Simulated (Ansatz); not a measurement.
**H5NOSi···NH3: density, localisation and related maps**

The calculation's input:

```
crystal:
  periodic: [false, false, false]
  atoms:
    - { symbol: Si, position_ang: [-0.4343, -0.6671, 0.3556] }
    - { symbol: "N", position_ang: [1.3269, 0.5005, 0.1263] }
    - { symbol: H, position_ang: [-1.5712, -1.5386, -0.0222] }
    - { symbol: H, position_ang: [0.3263, -1.443, 1.3288] }
    - { symbol: "N", position_ang: [-1.3237, 0.799, 0.5388] }
    - { symbol: H, position_ang: [1.1876, -0.1509, -1.0346] }
    - { symbol: O, position_ang: [0.3601, -0.9946, -1.5237] }
    - { symbol: H, position_ang: [1.3044, 1.5003, -0.0046] }
    - { symbol: H, position_ang: [2.1722, 0.2346, 0.6068] }
    - { symbol: H, position_ang: [-0.8767, 1.6183, 0.9167] }
    - { symbol: H, position_ang: [-2.2654, 0.7196, 0.8823] }
    - { symbol: H, position_ang: [-0.2062, -0.578, -2.1701] }
basis:
  gaussian: { orbitals: cc-pVDZ }
hamiltonian:
  xc: pbe0
  dispersion: d4
relax:
  f_tol: 0.15
  max_steps: 25
  restrain:
    - { distance: [0, 6], at: 1.77, k: 30.0 }
    - { distance: [5, 1], at: 1.02, k: 30.0 }
    - { distance: [0, 1], at: 3.12, k: 30.0 }
    - { distance: [5, 6], at: 2.27, k: 30.0 }
output:
  orbitals: {}
```

Run with:

```sh
ansatz run input.yaml --threads 2 --pin off --max-ram 3072MiB --backend cpu --events-out ev --progress --plain --runs-dir out
```

The fields are those of the run's last geometry, not of the input's.

Not at a stationary point (largest force 1.1 eV/Å).

Theory: Ansatz, RKS PBE0-D4/cc-pVDZ.

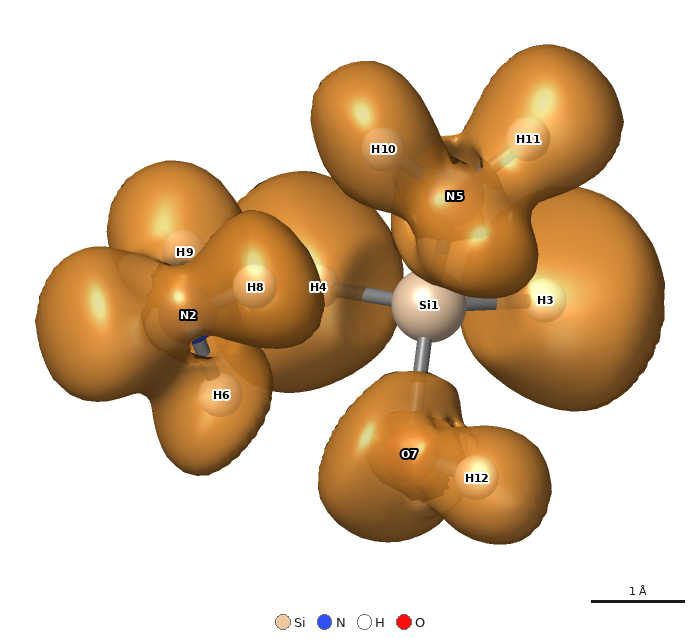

Figure 1. Isosurface of the ELF at 0.75 (orange), seen at a tilt. Core shells and regions of very low density are left out.

Q: Identify the bonds, lone pairs and shells in this picture.

A: The ELF exceeds this value in two regions around hydrogen nuclei, two joined regions spread over several atoms (H, N), in which their bonds and any lone pairs are merged and one joined region spread over several atoms (H, O), in which their bonds and any lone pairs are merged. Along the contacts the grid gives the following. Si1···N2 (3.13 Å): the ELF dips to about 0.05 between them. Si–O (1.74 Å): the ELF peaks at about 0.85 between the atoms, as expected for a shared but strongly polarised pair.

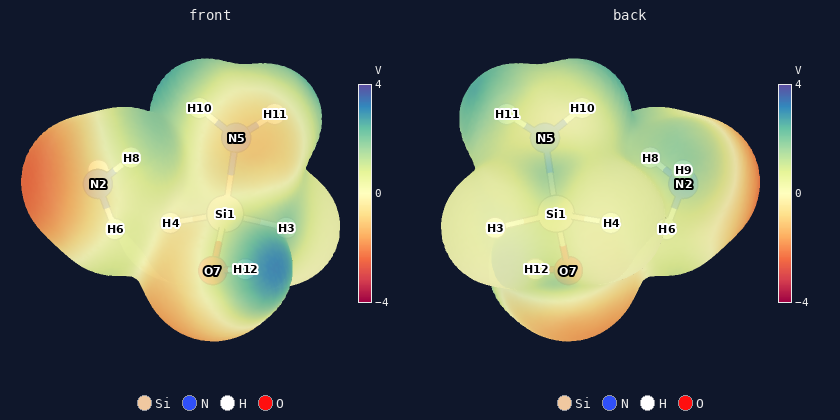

Figure 2. The molecular electrostatic potential painted on the density surface at 0.004 e/bohr³, seen from the front and from behind; the colour scale runs from red (negative) to blue (positive).

Q: Describe the electrostatic potential map.

A: The most negative region (about −2.4 V) lies over N2, the most positive (about +3.1 V) over H12. N2 is the likeliest acceptor of a hydrogen bond.

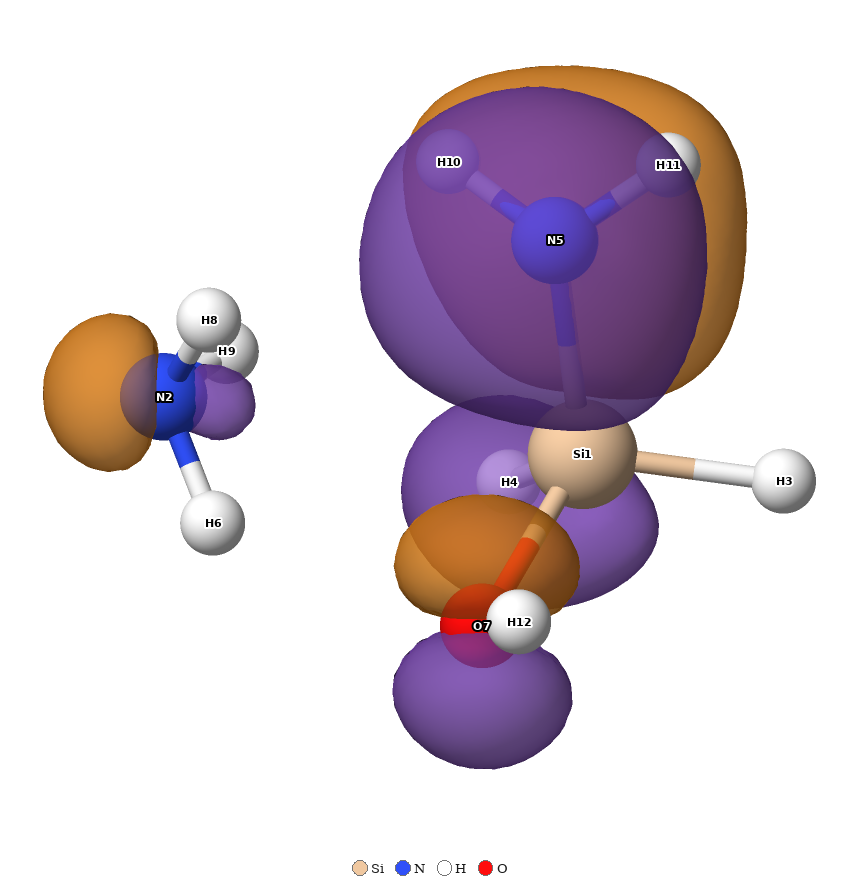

Figure 3. The HOMO−1 at ±0.08 Å⁻³ᐟ² (orange and purple are the two phases), seen across its widest extent.

Q: Where does this orbital lie, and at what energy?

A: By Hirshfeld shares it lies mainly on N5 (about 65 %) and O7 (about 5 %). Its energy is −7.74 eV.
